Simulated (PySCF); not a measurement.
# Frequency calculation, with input and output: TiCl4

The run: frequency calculation of TiCl4. Method and program: RKS-based PBE0, Ti def2-TZVP, Cl def2-TZVP; non-relativistic Hamiltonian; density fitting (PySCF 2.14.0).

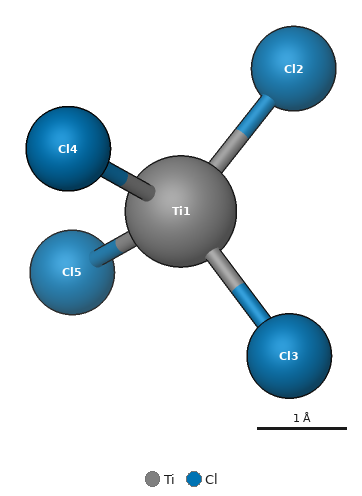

*The structure as given in the input (ball-and-stick view, seen at a tilt; atoms are numbered from 1 in the order of the input). Sticks mark near contacts.*

Bond lengths as drawn: Cl–Ti 2.16 Å.

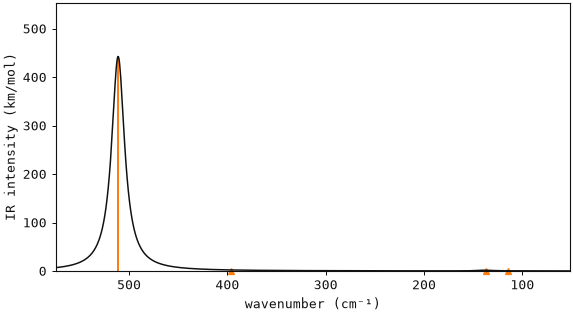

*Harmonic infrared spectrum, unscaled: sticks (degenerate modes added up, dark ones marked on the axis) with a Lorentzian envelope of 16 cm⁻¹ full width, scaled to the tallest stick.*

9 modes from 115 to 511 cm⁻¹, none imaginary. The strongest line is at 511 cm⁻¹ (443 km/mol). All modes, in cm⁻¹ (km/mol): 115 (0.0), 115 (0.0), 137 (0.5), 137 (0.5), 137 (0.5), 396 (0.0), 511 (148), 511 (148), 511 (148).

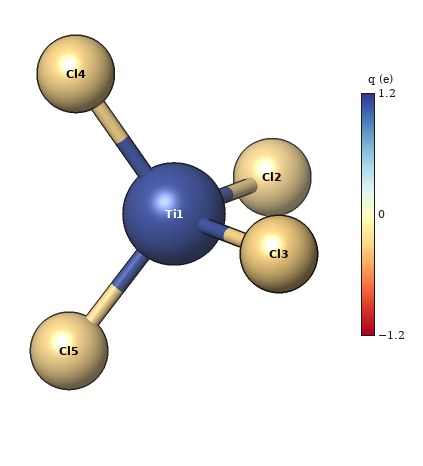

*Mulliken charges, as the colour of each atom (ball-and-stick view, seen at a tilt; atoms are numbered from 1 in the order of the input; Mulliken charges depend strongly on the basis).*

By element: Ti +1.10 and Cl −0.28 e.

The input that produced these results follows, with the program's output.

### Input file
```python
from pyscf import gto, scf, dft
mol = gto.M(atom='''
Ti    -0.000000     0.000000     0.000000
Cl     1.248948     1.248948     1.248948
Cl    -1.248948     1.248948    -1.248948
Cl     1.248948    -1.248948    -1.248948
Cl    -1.248948    -1.248948     1.248948''',
    basis={'Ti': 'def2-TZVP', 'Cl': 'def2-TZVP'},
    charge=0, spin=0)
mf = dft.RKS(mol, xc='PBE0')
mf.grids.atom_grid = (75, 302)
aux = {'Ti': 'def2-universal-JKFIT', 'Cl': 'def2-universal-JKFIT'}
mf = mf.density_fit(auxbasis=aux)
mf.conv_tol = 1e-09
mf.diis_space = 10
mf.max_cycle = 60
mf.verbose = 4
mf.kernel()
```

The script is an equivalent of the set-up of the self-consistent field. The run itself was carried out by a driver, which started from the orbitals of the step before it where there was one and computed the further properties.

Run as:
```bash
OMP_NUM_THREADS=4 python axn.py task.json out
```

### Log
```
init E= -2689.79059452764
  HOMO = -0.354159164019789  LUMO = -0.138484683251221  gap/eV = 5.86880
cycle= 1 E= -2689.79059452762  delta_E= 2e-11  |g|= 9.87e-06  |ddm|= 6.32e-06
  HOMO = -0.354158980766825  LUMO = -0.138480895808528  gap/eV = 5.86890
Extra cycle  E= -2689.79059452734  delta_E= 2.81e-10  |g|= 3.77e-05  |ddm|= 2.33e-05
converged SCF energy = -2689.79059452734
```

### Results in brief

| quantity | value |
| --- | --- |
| outcome | converged |
| total energy | −2689.790595 hartree |
| HOMO | −9.64 eV |
| LUMO | −3.77 eV |
| zero-point energy | 0.005855 hartree |
| dipole moment | 0.00 D |
| wavenumbers, lowest and highest | 115 and 511 cm⁻¹ |
| hardware | 4 threads of AMD EPYC (Zen 5), 32 GiB of memory available, shared host |
| wall time | 31 s (CPU time 1.9 min) |
| peak memory | 2.2 GiB |
